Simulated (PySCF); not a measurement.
SMILES c1c(C#N)cccc1, singlet at its GFN2-xTB optimised geometry (Å):

```
13

N     -1.9681    -2.7765     0.0046
C     -1.3926    -1.7850     0.0013
C     -0.6866    -0.5593     0.0000
C     -1.3897     0.6458    -0.0003
C     -0.6950     1.8402    -0.0003
C      0.6914     1.8401    -0.0001
C      1.3900     0.6427     0.0000
C      0.7084    -0.5593     0.0000
H     -2.4697     0.6333    -0.0005
H     -1.2356     2.7749    -0.0006
H      1.2291     2.7765    -0.0002
H      2.4697     0.6466     0.0001
H      1.2422    -1.4984     0.0002
```

Level of theory: PBE0/def2-TZVP (PySCF).

Map of the electron localisation function on the plane z = 1.2 Å:

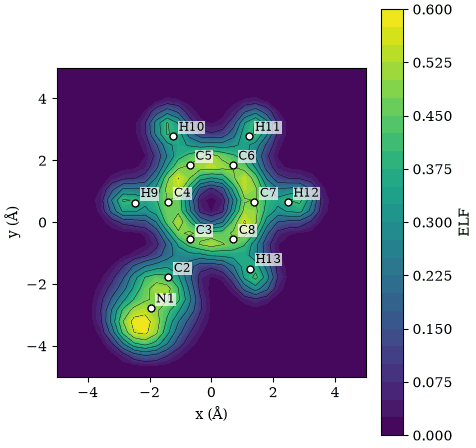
Figure. Electron localisation function on the plane z = 1.2 Å.
